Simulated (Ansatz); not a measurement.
## CH₉BN₂Si: nudged elastic band

System: CH₉BN₂Si, SMILES BC(N)[SiH2]N.
Method: RKS B3LYP-D4/def2-SVP (Ansatz 0.2.0).

It belongs to a series of runs on one base structure; here: band between the two ends. Figures and captions count atoms from 1; the log counts them from 0 in places.

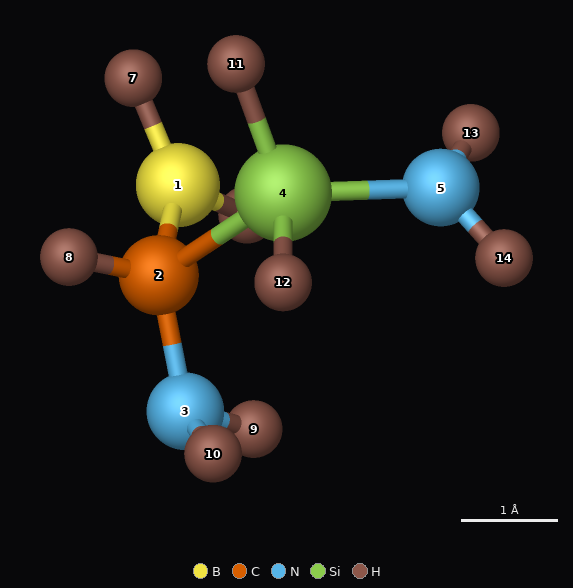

**Figure 1.** The starting structure (ball-and-stick view, seen at a tilt; atoms are numbered from 1 in the order of the input).

Key numbers

- outcome: converged
- barrier, forward: 0.000 eV
- barrier, backward: 0.024 eV
- hardware: 2 threads of AMD EPYC (Zen 3), 24 GiB of memory available, shared host
- wall time: 95 s (CPU time 3.1 min)
- peak memory: 0.31 GiB

Remarks

The order of the saddle point was not checked.

The input
```yaml
crystal:
  periodic: [false, false, false]
  atoms:
    - { symbol: B, position_ang: [-1.67988, 0.302414, 0.295595] }
    - { symbol: C, position_ang: [-0.777453, -0.767677, -0.294504] }
    - { symbol: "N", position_ang: [-0.465063, -0.775398, -1.710282] }
    - { symbol: Si, position_ang: [0.825065, -0.342195, 0.768772] }
    - { symbol: "N", position_ang: [1.476741, 1.24782, 0.592378] }
    - { symbol: H, position_ang: [-1.854976, 1.352889, -0.281356] }
    - { symbol: H, position_ang: [-2.133644, 0.160933, 1.406208] }
    - { symbol: H, position_ang: [-0.991152, -1.785144, 0.087949] }
    - { symbol: H, position_ang: [-0.50267, 0.159288, -2.111721] }
    - { symbol: H, position_ang: [0.444114, -1.182071, -1.926976] }
    - { symbol: H, position_ang: [0.602735, -0.688353, 2.20275] }
    - { symbol: H, position_ang: [1.847623, -1.252826, 0.173097] }
    - { symbol: H, position_ang: [1.006382, 2.082905, 0.922919] }
    - { symbol: H, position_ang: [2.189278, 1.458215, -0.096028] }
basis:
  gaussian: { orbitals: def2-SVP }
hamiltonian:
  xc: b3lyp
  dispersion: d4
neb:
  order_check: false
  images: 5
  f_tol: 0.03
  max_iterations: 60
  initial_path: idpp
  final_atoms:
    - { symbol: B, position_ang: [-1.68323866, 0.2809611, 0.33767315] }
    - { symbol: C, position_ang: [-0.79253274, -0.77004379, -0.30306336] }
    - { symbol: "N", position_ang: [-0.49447431, -0.74235619, -1.71938005] }
    - { symbol: Si, position_ang: [0.81960024, -0.33193531, 0.73966981] }
    - { symbol: "N", position_ang: [1.39689478, 1.25142582, 0.32973333] }
    - { symbol: H, position_ang: [-1.84235812, 1.36007675, -0.1890466] }
    - { symbol: H, position_ang: [-2.13291336, 0.09229526, 1.44226876] }
    - { symbol: H, position_ang: [-0.98792389, -1.7972778, 0.05852579] }
    - { symbol: H, position_ang: [-0.46379619, 0.21188258, -2.0736363] }
    - { symbol: H, position_ang: [0.39315601, -1.18649393, -1.95165365] }
    - { symbol: H, position_ang: [0.63140182, -0.62493154, 2.19579267] }
    - { symbol: H, position_ang: [1.84890105, -1.27608158, 0.21153407] }
    - { symbol: H, position_ang: [0.89647844, 2.08123855, 0.63412239] }
    - { symbol: H, position_ang: [2.39790493, 1.4220401, 0.31626098] }
```

Command:
```bash
ansatz run input.yaml --threads 2 --pin off --max-ram 3072MiB --backend cpu --events-out ev --progress --plain --runs-dir out
```

Log
```
Engine: ansatz 0.2.0, x86_64-unknown-linux-gnu
Functional definition: B3LYP
  parameter a0 = 0.2
  parameter ax = 0.72
  parameter ac = 0.81
  exchange = (1 - a0 - ax)*slater_x + ax*b88_x + a0*exact_x
  correlation = (1 - ac)*vwn_rpa_c + ac*lyp_c
1317 factors; integrals over basis functions are off by at most 3.9e-4 eV
mean field evaluation 1: about -12700.7534 eV, gradient 7.3e1 eV
mean field evaluation 2: about -12686.5398 eV, gradient 1.0e2 eV
mean field evaluation 4: about -12712.0590 eV, gradient 4.9e0 eV
mean field evaluation 8: about -12712.1384 eV, gradient 9.1e-2 eV
mean field evaluation 16: about -12712.1384 eV, gradient 3.2e-6 eV
mean field -12712.13839283 eV, -467.1624693397 hartree, gradient 3.3e-6 eV, S^2 0.000000; 0 other end points of the search recorded, 0 dependent functions left out
the calculation of the forces begins
reference -12712.13868072 eV, -467.1624799195 hartree; 24, 24 occupied and 95, 95 virtual orbitals, 1317 factors
1317 factors; integrals over basis functions are off by at most 4.7e-4 eV
mean field evaluation 32: about -12712.1552 eV, gradient 2.5e-5 eV
mean field -12712.15519137 eV, -467.1630866745 hartree, gradient 3.2e-6 eV, S^2 0.000000; 0 other end points of the search recorded, 0 dependent functions left out
[... from here on the field's lines of each further geometry are left out, up to the last ...]
NEB iter   1: max|band force component| = 5.230e-1 eV/Å  barrier→ = 0.0012 eV  barrier← = 0.0247 eV  Δτ_max = 0.0315 Å  (191 SCF iters)
NEB iter   2: max|band force component| = 3.132e-1 eV/Å  barrier→ = -0.0004 eV  barrier← = 0.0232 eV  CI = image 1  Δτ_max = 0.0534 Å  (148 SCF iters)
NEB iter   3: max|band force component| = 7.641e-2 eV/Å  barrier→ = -0.0002 eV  barrier← = 0.0233 eV  CI = image 1  Δτ_max = 0.0199 Å  (143 SCF iters)
NEB iter   4: max|band force component| = 5.550e-2 eV/Å  barrier→ = -0.0002 eV  barrier← = 0.0234 eV  CI = image 1  Δτ_max = 0.0158 Å  (135 SCF iters)
NEB iter   5: max|band force component| = 3.501e-2 eV/Å  barrier→ = -0.0001 eV  barrier← = 0.0234 eV  CI = image 1  Δτ_max = 0.0148 Å  (121 SCF iters)
the calculation of the forces begins
reference -12712.15556294 eV, -467.1631003297 hartree; 24, 24 occupied and 95, 95 virtual orbitals, 1317 factors
1317 factors; integrals over basis functions are off by at most 3.9e-4 eV
mean field -12712.13853764 eV, -467.1624746614 hartree, gradient 9.7e-6 eV, S^2 0.000000; 1 other end points of the search recorded, 0 dependent functions left out
the calculation of the forces begins
reference -12712.13882572 eV, -467.1624852481 hartree; 24, 24 occupied and 95, 95 virtual orbitals, 1317 factors
NEB iter   6: max|band force component| = 1.579e-2 eV/Å  barrier→ = -0.0001 eV  barrier← = 0.0235 eV  CI = image 1  Δτ_max = 0.0000 Å  (264 SCF iters)
```

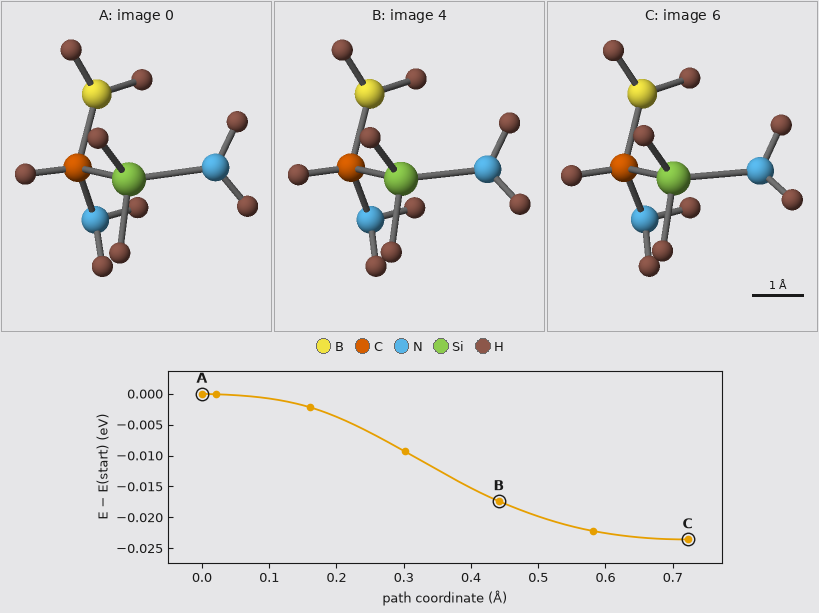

**Figure 2.** Images of the last band (counted from 0; ball-and-stick, seen at a tilt) above the energy along the path; the line is a cubic interpolation that uses the forces. No image lies above both ends; the end is 0.024 eV below the start. The path is 0.72 Å long. The band converged in 6 iterations.

```
Total energy: -12712.61725547 eV, -467.1800672170 hartree
Atom 0 at    -1.680679     0.298180     0.309148 Å, force     0.000591    -0.001555     0.000089 eV/Å
Atom 1 at    -0.778009    -0.769050    -0.286110 Å, force    -0.000231     0.000722     0.001390 eV/Å
Atom 2 at    -0.478707    -0.779477    -1.704729 Å, force     0.001120    -0.000560     0.002254 eV/Å
Atom 3 at     0.832304    -0.338286     0.761932 Å, force     0.001166     0.003515    -0.002822 eV/Å
Atom 4 at     1.478364     1.252180     0.573500 Å, force    -0.006898    -0.014071    -0.002198 eV/Å
Atom 5 at    -1.865915     1.346664    -0.268497 Å, force    -0.000197     0.000309    -0.000242 eV/Å
Atom 6 at    -2.123189     0.157343     1.424310 Å, force    -0.000219     0.000067    -0.000138 eV/Å
Atom 7 at    -0.985626    -1.785998     0.101177 Å, force    -0.001536     0.000482    -0.000219 eV/Å
Atom 8 at    -0.527302     0.153271    -2.109400 Å, force    -0.000129    -0.000137     0.000099 eV/Å
Atom 9 at     0.431320    -1.180176    -1.928623 Å, force     0.000326     0.000053    -0.000124 eV/Å
Atom 10 at     0.621873    -0.683208     2.198326 Å, force    -0.000906     0.000049     0.001613 eV/Å
Atom 11 at     1.852447    -1.247838     0.160576 Å, force     0.000369    -0.001237    -0.000863 eV/Å
Atom 12 at     1.011957     2.088683     0.905493 Å, force     0.002295     0.003900     0.000599 eV/Å
Atom 13 at     2.198263     1.458511    -0.108302 Å, force     0.004246     0.008464     0.000560 eV/Å
Dipole moment:     0.395952     0.232218    -0.149605 e Å
this run last wrote the band of iteration 6 to [file]
```

The last band as extended XYZ (Å, eV, eV/Å)
```
14
Properties=species:S:1:pos:R:3:forces:R:3 image=0 energy=-12712.61690
B    -1.6799    0.3024    0.2956   -0.0076  -0.0086  -0.0019
C    -0.7775   -0.7677   -0.2945    0.0010   0.0014   0.0037
N    -0.4651   -0.7754   -1.7103    0.0042   0.0014   0.0004
Si    0.8251   -0.3422    0.7688    0.0036   0.0043  -0.0043
N     1.4767    1.2478    0.5924   -0.0065  -0.0077  -0.0021
H    -1.8550    1.3529   -0.2814    0.0011   0.0035   0.0000
H    -2.1336    0.1609    1.4062    0.0028   0.0009  -0.0007
H    -0.9912   -1.7851    0.0879   -0.0024   0.0037   0.0018
H    -0.5027    0.1593   -2.1117   -0.0020  -0.0016  -0.0022
H     0.4441   -1.1821   -1.9270   -0.0003   0.0009   0.0003
H     0.6027   -0.6884    2.2027   -0.0010  -0.0012   0.0044
H     1.8476   -1.2528    0.1731    0.0003  -0.0002  -0.0003
H     1.0064    2.0829    0.9229    0.0010  -0.0007   0.0028
H     2.1893    1.4582   -0.0960    0.0056   0.0040  -0.0017
14
Properties=species:S:1:pos:R:3:forces:R:3 image=1 energy=-12712.61697
B    -1.6807    0.2982    0.3091    0.0006  -0.0016   0.0001
C    -0.7780   -0.7691   -0.2861   -0.0002   0.0007   0.0014
N    -0.4787   -0.7795   -1.7047    0.0011  -0.0006   0.0023
Si    0.8323   -0.3383    0.7619    0.0012   0.0035  -0.0028
N     1.4784    1.2522    0.5735   -0.0069  -0.0141  -0.0022
H    -1.8659    1.3467   -0.2685   -0.0002   0.0003  -0.0002
H    -2.1232    0.1573    1.4243   -0.0002   0.0001  -0.0001
H    -0.9856   -1.7860    0.1012   -0.0015   0.0005  -0.0002
H    -0.5273    0.1533   -2.1094   -0.0001  -0.0001   0.0001
H     0.4313   -1.1802   -1.9286    0.0003   0.0001  -0.0001
H     0.6219   -0.6832    2.1983   -0.0009   0.0000   0.0016
H     1.8524   -1.2478    0.1606    0.0004  -0.0012  -0.0009
H     1.0120    2.0887    0.9055    0.0023   0.0039   0.0006
H     2.1983    1.4585   -0.1083    0.0042   0.0085   0.0006
14
Properties=species:S:1:pos:R:3:forces:R:3 image=2 energy=-12712.61910
B    -1.6847    0.2894    0.3271   -0.0025  -0.0042   0.0024
C    -0.7852   -0.7753   -0.2782   -0.0055   0.0023   0.0041
N    -0.4984   -0.7827   -1.6992   -0.0001   0.0004  -0.0033
Si    0.8336   -0.3309    0.7465    0.0033  -0.0045  -0.0045
N     1.4391    1.2638    0.4939   -0.0131  -0.0009  -0.0092
H    -1.8768    1.3381   -0.2473   -0.0037   0.0002   0.0012
H    -2.1154    0.1460    1.4465   -0.0021  -0.0030   0.0005
H    -0.9850   -1.7930    0.1104    0.0000  -0.0013   0.0011
H    -0.5382    0.1540   -2.0960    0.0000   0.0010   0.0026
H     0.4082   -1.1873   -1.9302   -0.0027  -0.0019   0.0013
H     0.6493   -0.6703    2.1898   -0.0025  -0.0001  -0.0009
H     1.8563   -1.2380    0.1460    0.0024  -0.0007  -0.0027
H     1.0142    2.1027    0.8703    0.0001   0.0095  -0.0080
H     2.2702    1.4542   -0.0509    0.0263   0.0032   0.0155
14
Properties=species:S:1:pos:R:3:forces:R:3 image=3 energy=-12712.62622
B    -1.6867    0.2830    0.3452   -0.0070  -0.0011   0.0038
C    -0.7915   -0.7790   -0.2715    0.0037   0.0004   0.0088
N    -0.5178   -0.7851   -1.6944   -0.0018   0.0010  -0.0057
Si    0.8369   -0.3224    0.7311   -0.0003  -0.0068  -0.0121
N     1.4090    1.2751    0.4104   -0.0125   0.0194  -0.0266
H    -1.8837    1.3336   -0.2236   -0.0043  -0.0022   0.0033
H    -2.1078    0.1340    1.4675   -0.0012  -0.0031   0.0035
H    -0.9813   -1.7973    0.1197   -0.0012  -0.0015   0.0005
H    -0.5482    0.1545   -2.0852    0.0016   0.0027   0.0039
H     0.3844   -1.1957   -1.9323   -0.0050  -0.0023  -0.0002
H     0.6790   -0.6515    2.1815    0.0007   0.0039  -0.0018
H     1.8593   -1.2319    0.1336    0.0025  -0.0003  -0.0022
H     1.0090    2.1071    0.8292   -0.0040  -0.0011  -0.0157
H     2.3266    1.4463    0.0177    0.0288  -0.0089   0.0404
14
Properties=species:S:1:pos:R:3:forces:R:3 image=4 energy=-12712.63429
B    -1.6854    0.2783    0.3654   -0.0053   0.0005   0.0026
C    -0.7956   -0.7800   -0.2655    0.0072   0.0012   0.0092
N    -0.5383   -0.7851   -1.6909   -0.0024   0.0019  -0.0044
Si    0.8432   -0.3152    0.7167   -0.0023  -0.0042  -0.0109
N     1.3979    1.2813    0.3415   -0.0043  -0.0008  -0.0172
H    -1.8869    1.3322   -0.1959   -0.0022  -0.0021   0.0040
H    -2.0961    0.1224    1.4906    0.0010  -0.0020   0.0037
H    -0.9753   -1.7991    0.1277   -0.0006   0.0004  -0.0003
H    -0.5588    0.1571   -2.0764    0.0020   0.0032   0.0024
H     0.3577   -1.2038   -1.9379   -0.0045  -0.0015  -0.0019
H     0.7071   -0.6312    2.1732    0.0006   0.0038  -0.0017
H     1.8631   -1.2309    0.1244    0.0020  -0.0013  -0.0002
H     0.9860    2.1075    0.7629   -0.0071   0.0010  -0.0202
H     2.3686    1.4374    0.0930    0.0161   0.0000   0.0348
14
Properties=species:S:1:pos:R:3:forces:R:3 image=5 energy=-12712.63911
B    -1.6787    0.2751    0.3891   -0.0002   0.0007   0.0016
C    -0.7974   -0.7797   -0.2597    0.0046   0.0018   0.0054
N    -0.5578   -0.7801   -1.6878   -0.0006   0.0018  -0.0016
Si    0.8515   -0.3135    0.7065   -0.0028  -0.0009  -0.0058
N     1.3991    1.2780    0.2900    0.0002  -0.0134  -0.0049
H    -1.8808    1.3351   -0.1605   -0.0005  -0.0013   0.0021
H    -2.0790    0.1102    1.5165    0.0015  -0.0006   0.0021
H    -0.9700   -1.8005    0.1319   -0.0006   0.0008  -0.0007
H    -0.5679    0.1651   -2.0664    0.0015   0.0021   0.0011
H     0.3305   -1.2082   -1.9465   -0.0022  -0.0002  -0.0014
H     0.7291   -0.6137    2.1680   -0.0008   0.0008  -0.0005
H     1.8676   -1.2396    0.1237    0.0009  -0.0019   0.0011
H     0.9484    2.1050    0.6693   -0.0049   0.0028  -0.0125
H     2.3924    1.4376    0.1548    0.0040   0.0077   0.0142
14
Properties=species:S:1:pos:R:3:forces:R:3 image=6 energy=-12712.64047
B    -1.6688    0.2708    0.4103   -0.0044   0.0026  -0.0007
C    -0.7986   -0.7803   -0.2578    0.0052  -0.0004   0.0018
N    -0.5652   -0.7674   -1.6864   -0.0022  -0.0017  -0.0028
Si    0.8551   -0.3160    0.7055    0.0019  -0.0027  -0.0006
N     1.3990    1.2671    0.2512   -0.0011   0.0021   0.0004
H    -1.8613    1.3421   -0.1213    0.0005  -0.0011   0.0004
H    -2.0663    0.0918    1.5363   -0.0012   0.0006   0.0008
H    -0.9682   -1.8047    0.1244   -0.0015  -0.0006   0.0009
H    -0.5592    0.1827   -2.0529    0.0011   0.0010   0.0008
H     0.3150   -1.2068   -1.9534    0.0012   0.0004  -0.0002
H     0.7356   -0.5929    2.1720    0.0004  -0.0009   0.0002
H     1.8679   -1.2578    0.1424   -0.0005   0.0000  -0.0002
H     0.9054    2.0963    0.5682    0.0013   0.0005  -0.0008
H     2.3968    1.4459    0.1904   -0.0006   0.0002  -0.0001
```
